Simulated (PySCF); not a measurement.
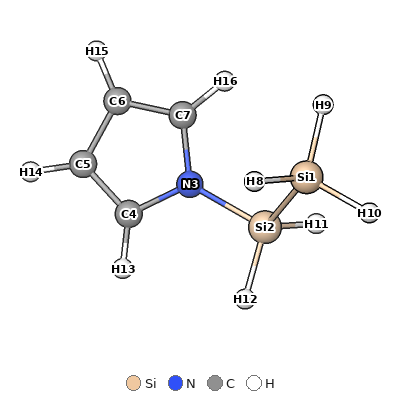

Geometry used (C₄H₉NSi₂, SMILES [SiH3][SiH2]n1cccc1).

GIAO shifts, PBE0/pcSseg-1, PySCF, at a PBE0-D3(BJ)/def2-SVP geometry (no frequency check), against TMS for ¹³C and TMS for ¹H computed at the same level. Gas phase, fully decoupled, line heights follow the number of nuclei, widths are arbitrary (no quadrupolar broadening); values of one conformer, averaged over nuclei that symmetry, rotation about single bonds or inversion at nitrogen exchange, these motions taken as fast; other conformers aren't averaged in.

Predict the ¹³C spectrum.

2 signals.


| δ (ppm) | nuclei | atoms |
| --- | --- | --- |
| 128.9 | 2 | C4, C7 |
| 118.6 | 2 | C5, C6 |

How many ¹H lines appear, and where?

4 signals.


```csv
δ (ppm),nuclei,atoms
6.69,2,"H13, H16"
6.52,2,"H14, H15"
5.30,2,"H11, H12"
3.62,3,"H8, H9, H10"
```

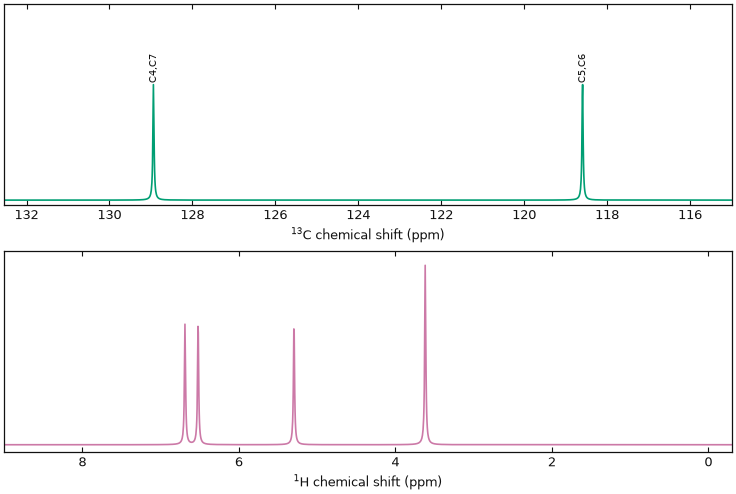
